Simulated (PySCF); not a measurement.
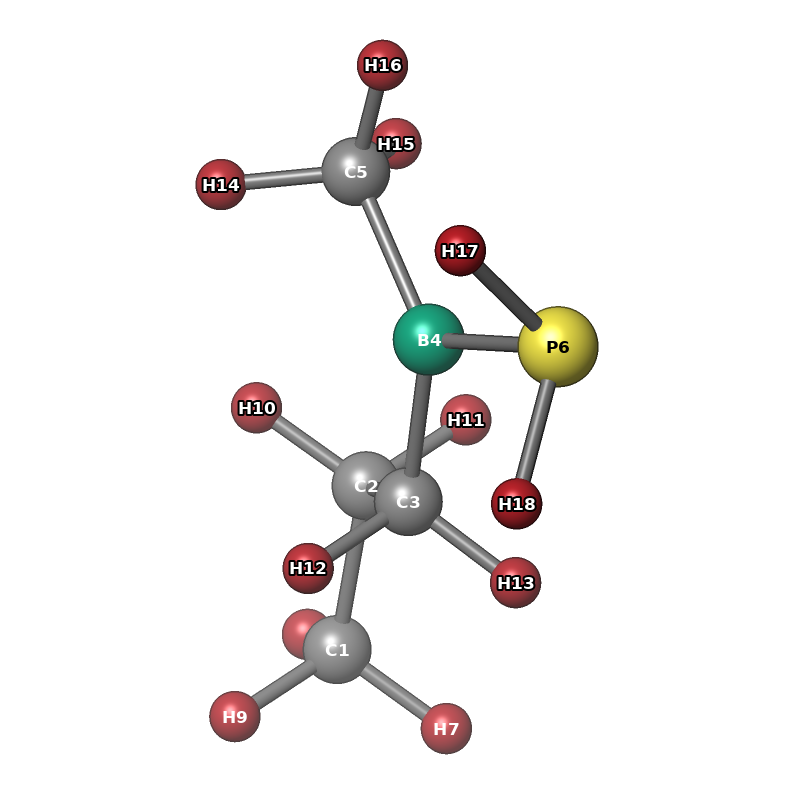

C2 lies behind C3. The molecule seen a little off the C3–C2 bond, C3 in front. Distant atoms are faded towards the background colour. The geometry was computed by an optimisation with PBE0-D3(BJ)/def2-SVP. No frequency run is at hand to confirm it as a minimum.

What is the torsion angle B4–C3–C2–C1? The sign is positive where the front bond must turn clockwise to cover the back bond.

Answer. −176°, antiperiplanar (anti). The bonds about C3–C2 are staggered.
